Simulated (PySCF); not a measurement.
## Electronic structure of C₅H₅F₃Si in real space

Input

```
{"job": {"kind": "nmr", "xc": "PBE0", "basis": "pcSseg-1"}, "charge": 0, "multiplicity": 1}
C      2.184862     0.393169    -0.490068
C      0.958742     0.025937    -0.823785
C     -0.199220    -0.008252     0.108926
Si    -1.825471    -0.641676    -0.555059
F     -2.986973    -0.550959     0.525140
F     -1.828161    -2.162016    -1.018723
F     -2.391968     0.130105    -1.823584
C     -0.215828     1.018762     1.243882
C      0.105451    -0.177730     1.599091
H      2.987671     0.400481    -1.205364
H      2.433463     0.702668     0.511933
H      0.741740    -0.278976    -1.838501
H     -0.378058     2.049389     1.433301
H      0.413072    -0.901375     2.310647
```

Run with:

```sh
OMP_NUM_THREADS=1 python probes_run.py task.json out
```

Geometry: GFN2-xTB.

Computed with PBE0/pcSseg-1, SCF density, gas phase, non-relativistic (PySCF).

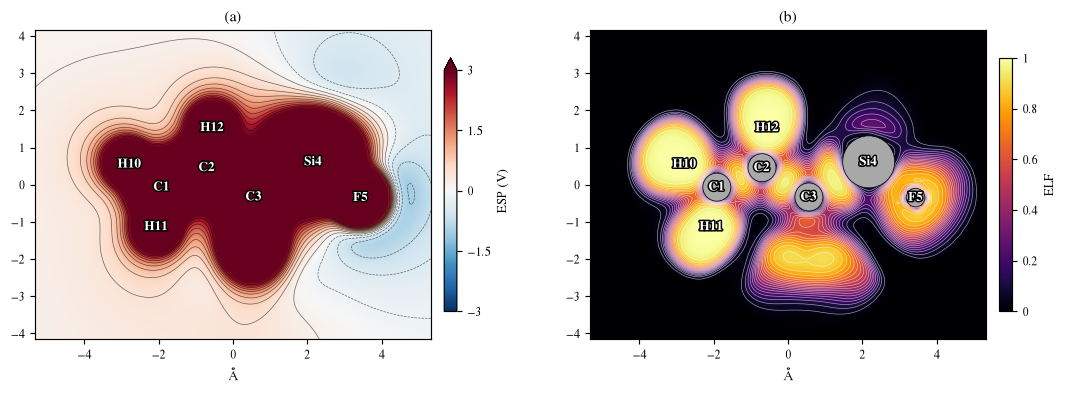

Figure 1. (a) molecular electrostatic potential; (b) ELF on the plane of atoms C3, C2 and H12. Grey discs cover the atomic cores in the ELF map.

**Read the bonding off the picture.**

Atoms in the plane: C, Si, F and H. Si–F (1.59 Å): the ELF peaks at about 0.85 in the valence shell of F, 0.6 Å from its nucleus, and is about 0.50 at the midpoint. C–Si (1.87 Å): the ELF peaks at about 0.95 between the atoms (localised, covalent bonding). C–H (1.08 Å): the ELF climbs to about 1 towards the hydrogen, as it does in any bond to H (an ordinary covalent bond to hydrogen). C–C (1.49 Å): the ELF peaks at about 0.95 between the atoms: a covalent bond. The ELF also peaks beside F5, away from the bonds: lone-pair regions. Outside the dense part of the molecule the potential is most negative (−1.0 V) near F5.

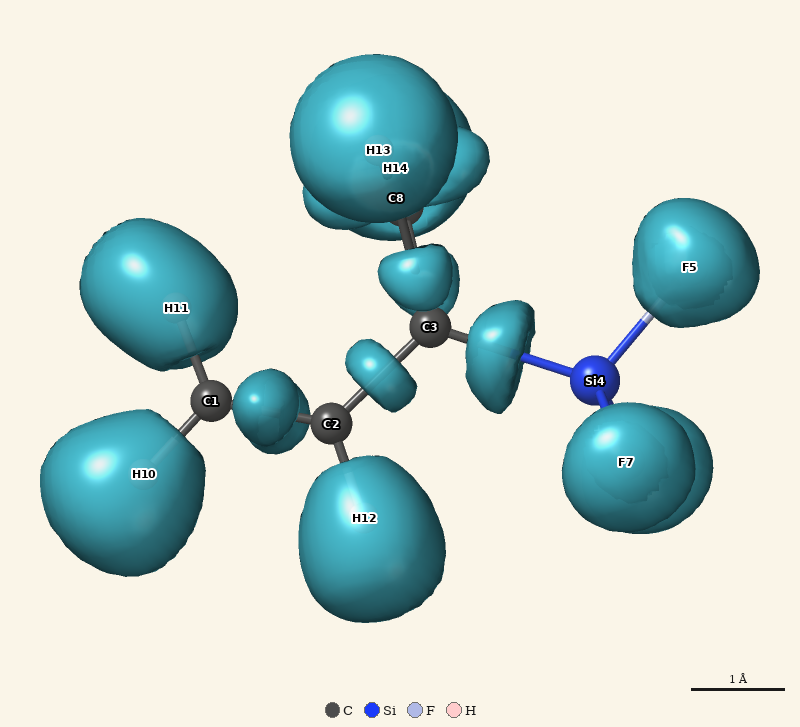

Figure 2. Isosurface of the electron localisation function at 0.8 (cyan), seen across its widest extent. Only the valence region is drawn (cores and ρ < 0.01 e/Å³ removed).

**Where are the electrons localised?**

The surface consists of five regions between bonded C–C atoms (shared pairs), one region between bonded C–Si atoms (shared pairs), five regions around hydrogen nuclei and three regions wrapped around F (its lone pairs, merged into a ring or cap).


C–C (1.29 Å): the ELF peaks at about 0.85 between the atoms; a short, multiple covalent bond.

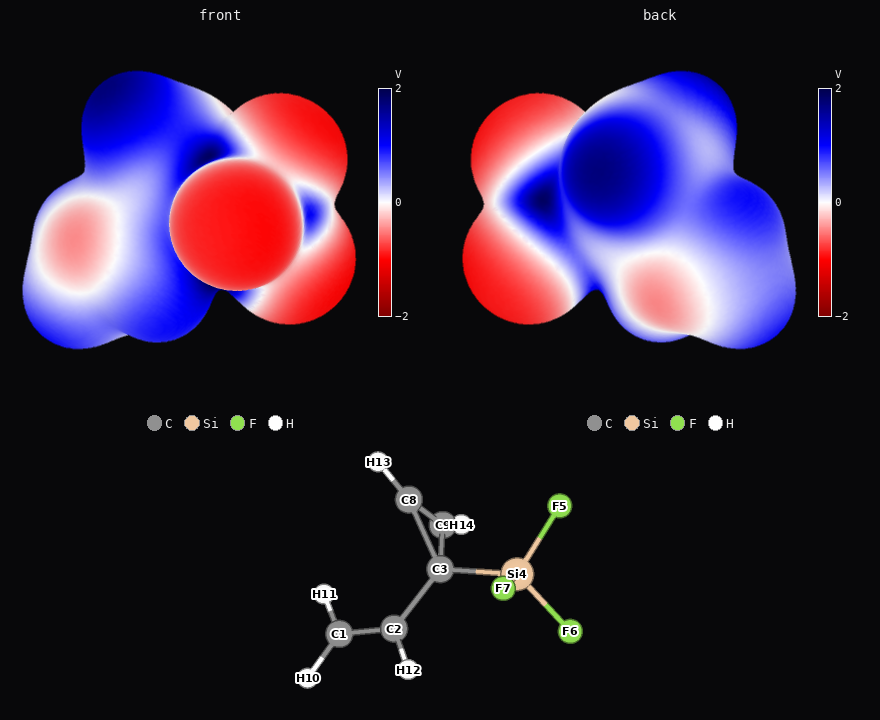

Figure 3. The molecular electrostatic potential painted on the density surface at 0.002 e/bohr³, seen from the front and from behind; the colour scale runs from red (negative) to blue (positive). The bare structure is drawn below in the same view.

**Describe the electrostatic potential map.**

The most negative region (about −1.0 V) lies over F5, F6 and F7, the most positive (about +1.8 V) over Si4.

**How polar is the molecule by this calculation?**

Its dipole moment is 3.66 D.
